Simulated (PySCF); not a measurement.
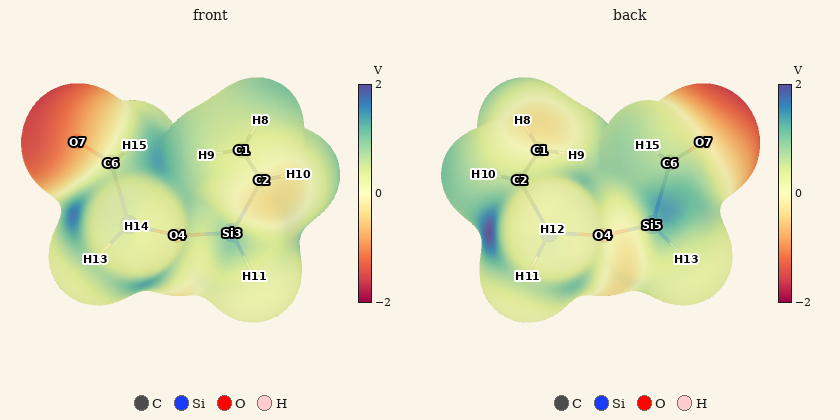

Figure 1: C3H8O2Si2 (SMILES C=C[SiH2]O[SiH2]C=O). The molecular electrostatic potential painted on the density surface at 0.002 e/bohr³, seen from the front and from behind; red is negative and blue positive.

Geometry: GFN2-xTB.

The calculation used PBE0/pcSseg-1, SCF density, gas phase, non-relativistic (PySCF).

Input

```
{"job": {"xc": "PBE0", "basis": "pcSseg-1", "kind": "nmr", "pop": true}, "charge": 0, "multiplicity": 1}
C      1.618449     1.118053    -0.703389
C      2.095308     0.040437    -0.099378
Si     1.074217    -1.176492     0.912960
O     -0.493120    -0.731445     0.895578
Si    -1.855762     0.091789     0.634968
C     -2.059306     0.183531    -1.272403
O     -2.932434     0.785719    -1.843862
H      2.236191     1.793475    -1.276187
H      0.570228     1.374129    -0.649697
H      3.155289    -0.168294    -0.185310
H      1.465586    -1.159408     2.322655
H      1.092860    -2.513256     0.318384
H     -2.933557    -0.697718     1.220523
H     -1.734734     1.439398     1.184073
H     -1.303628    -0.371930    -1.878005
```

Run with:

```sh
OMP_NUM_THREADS=1 python ens_run.py task.json out
```

Question: Which sites attract a positive test charge, and which a negative one?

Answer: A positive charge is drawn to the negative regions and a negative charge to the positive ones. The most negative region (about −1.5 V) lies over O7, the most positive (about +1.8 V) over Si3. O7 is the likeliest acceptor of a hydrogen bond.

Question: What dipole moment does the calculation give?

Answer: Its dipole moment is 2.59 D.
